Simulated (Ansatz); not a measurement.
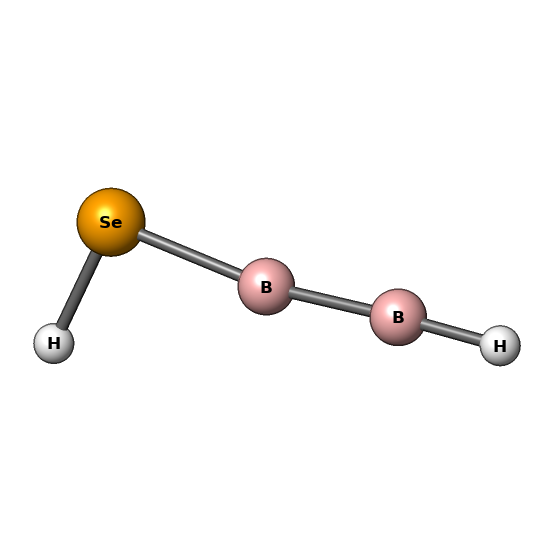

The picture shows a molecular structure as a ball-and-stick model.

The geometry was computed by an optimisation with PBE0-D4/def2-TZVP. No frequency run is at hand to confirm it as a minimum.

What does the picture show?

Formula B2H2Se. All atoms lie on one plane. Coordination, clear cases only: 1 B linear; 1 Se bent.

The parts below concern this one geometry. Atoms keep their numbers from picture to picture.

## Dipole moment

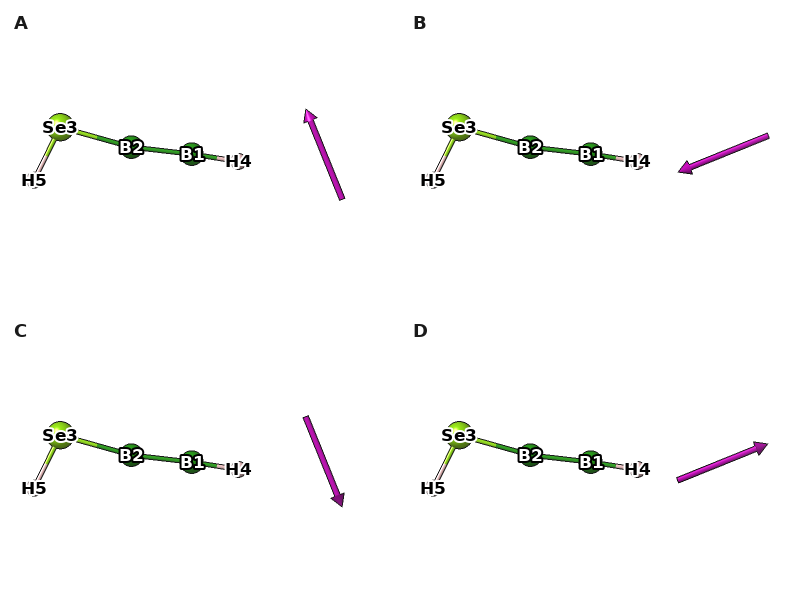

The same molecule four times, each with an arrow. No frequency run is at hand to confirm it as a minimum. Level of theory: RKS PBE0-D4/def2-TZVP (Ansatz 0.2.0).

Question: Which arrow points along the dipole moment, from the negative to the positive end?

Answer: B. The dipole moment is 0.96 D; it points from the side of H4 to the side of H5 (the outermost atoms at the two ends).

## Charges

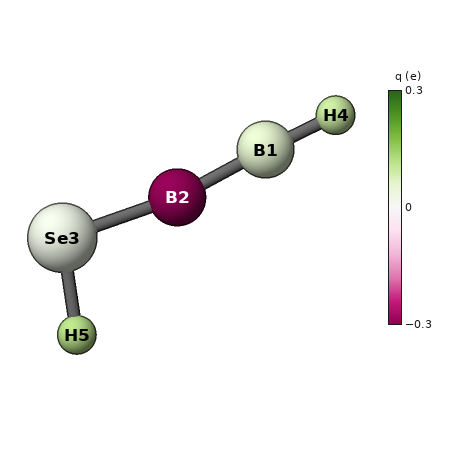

Atoms are coloured by their Mulliken charges. No frequency run is at hand to confirm it as a minimum. Level of theory: RKS PBE0-D4/def2-TZVP (Ansatz 0.2.0).

List the Mulliken charges.

| atom | value (e) |
| --- | --- |
| B1 | 0.06 |
| B2 | −0.29 |
| Se3 | 0.02 |
| H4 | 0.10 |
| H5 | 0.12 |

## Electronic properties

No frequency run is at hand to confirm it as a minimum. Properties computed with RKS PBE0-D4/def2-TZVPP (Ansatz 0.2.0).

Computed properties:

- HOMO energy (Kohn–Sham orbital): −5.62 eV
- LUMO energy (Kohn–Sham orbital): −3.47 eV
- HOMO–LUMO gap: 2.15 eV

Mulliken values depend strongly on the basis set and can even reverse the polarity of a bond.
